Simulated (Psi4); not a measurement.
Intermolecular potential of H4OSi ··· H4OSi (SMILES O[SiH3] and O[SiH3]). Monomers: optimised at B3LYP-D3(BJ) (def2-TZVP), held rigid. Orientation: a random orientation, not optimised. R is the distance of the centres of mass, along which the second monomer moves.

Geometry at R = 4.90 Å (first 6 atoms: monomer A):
```
12

Si    -0.3953     0.0350    -0.0486
O      1.2014     0.4329     0.1036
H     -1.1127     1.3112    -0.2348
H     -0.6295    -0.8502    -1.2166
H     -0.9042    -0.6577     1.1613
H      1.8403    -0.2711     0.2352
Si     2.0840    -3.1414     2.2097
O      2.6344    -4.6995     2.2286
H      0.6747    -3.2066     2.6430
H      2.8569    -2.2770     3.1361
H      2.1672    -2.5482     0.8518
H      3.5440    -4.8690     1.9733
```

Level of theory: Psi4 1.11 with SAPT0/jun-cc-pVDZ, frozen core.

Components in kJ/mol:

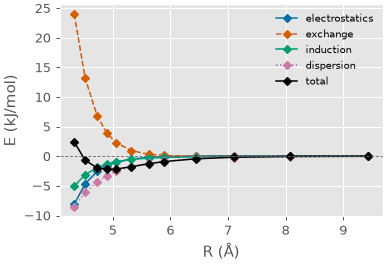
Figure: Components of the interaction energy.

```tsv
R / Å	electrostatics	exchange	induction	dispersion	total
4.33	-8.08	24.02	-5.01	-8.51	2.41
4.52	-4.65	13.23	-3.12	-6.11	-0.65
4.73	-2.54	6.75	-1.89	-4.29	-1.96
4.90	-1.57	3.89	-1.28	-3.26	-2.22
5.06	-1.00	2.30	-0.90	-2.54	-2.15
5.32	-0.47	0.97	-0.53	-1.73	-1.76
5.62	-0.18	0.35	-0.30	-1.14	-1.26
5.89	-0.05	0.14	-0.19	-0.80	-0.90
6.44	0.06	0.02	-0.08	-0.42	-0.42
7.11	0.09	0.00	-0.04	-0.21	-0.16
8.07	0.08	0.00	-0.01	-0.09	-0.02
9.43	0.05	0.00	0.00	-0.03	0.02
```
